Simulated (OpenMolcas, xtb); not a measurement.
How methods differ on B2H2F2 (SMILES FBBF)

B2H2F2: 6 atoms, total charge 0, spin state singlet. As SMILES, `FBBF`. The shape is that of a GFN2-xTB optimisation. This is one conformer, not always the lowest.

```xyz
6

F    -1.3917    1.0188   -0.7880
B    -0.1696    0.7512   -0.3737
B     0.1692   -0.7509    0.3740
F     1.3889   -1.0141    0.7977
H     0.5978    1.6248   -0.5776
H    -0.5947   -1.6298    0.5676
```

Quantity: the electronic atomisation energy, in eV. The values are calculated. Electronic energies at fixed atoms, without zero-point motion or spin-orbit coupling.

| level | kind | program | value (eV) | CPU time (all runs) |
| --- | --- | --- | --- | --- |
| GFN0-xTB | semi-empirical | xtb | 23.59 | under 2 s |
| HF/def2-SVPD | Hartree–Fock | OpenMolcas | 19.42 | 19 s |
| SVWN5/def2-SVPD | LDA | OpenMolcas | 28.16 | 37 s |
| PBE/def2-SVPD | GGA | OpenMolcas | 25.03 | 48 s |
| revPBE/def2-SVPD | GGA | OpenMolcas | 24.11 | 52 s |
| TPSS/def2-SVPD | meta-GGA | OpenMolcas | 24.67 | 64 s |
| M06-2X/def2-SVPD | hybrid meta-GGA | OpenMolcas | 24.78 | 61 s |
| PBE0/def2-SVPD | global hybrid | OpenMolcas | 24.56 | 45 s |

The values span 19.42 to 28.16 eV. The xTB rows lack spin polarisation, so open shells miss the exchange term that lowers them. CPU times are rough (shared hosts, several kinds of processor): they show what a rung costs within a factor of a few.

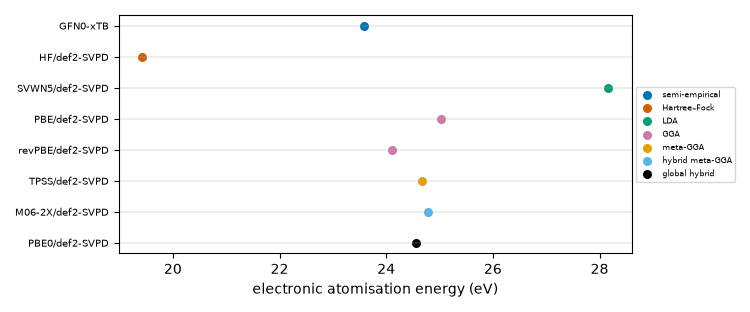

The values of the table, level by level.
